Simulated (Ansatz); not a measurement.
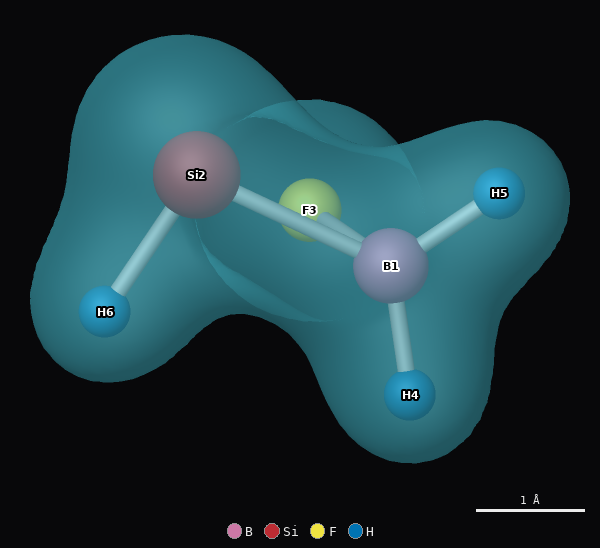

Figure. BFH₃Si (charge −1). Isosurface of the electron density at 0.2 e/Å³ (cyan), seen at a tilt.

Geometry: PBE0-D4/def2-TZVPD.

All numbers below come from RKS PBE0-D4/def2-TZVPPD (Ansatz).

| atom | x (Å) | y (Å) | z (Å) |
| --- | --- | --- | --- |
| B | 0.3293 | -0.1962 | -0.6603 |
| Si | 0.2127 | 1.1296 | 0.8556 |
| F | -1.1212 | 0.3898 | -0.3887 |
| H | 0.2883 | -1.3988 | -0.5092 |
| H | 0.6826 | 0.1883 | -1.7583 |
| H | -0.1870 | 0.1252 | 1.9619 |

Question: How is the density connected at this value?

Answer: At this value the surface is in one piece. It bridges the sampled B–F (1.59 Å), Si–B (2.02 Å), B–H (1.21 Å) and Si–H (1.55 Å) contacts, where the density stays above the isovalue. On the grid the lowest density along these lines, outside the cores, is 0.66 e/Å³ (B–F, 1.59 Å), 0.64 e/Å³ (Si–B, 2.02 Å), 1.1 e/Å³ (B–H, 1.21 Å) and 0.7 e/Å³ (Si–H, 1.55 Å).
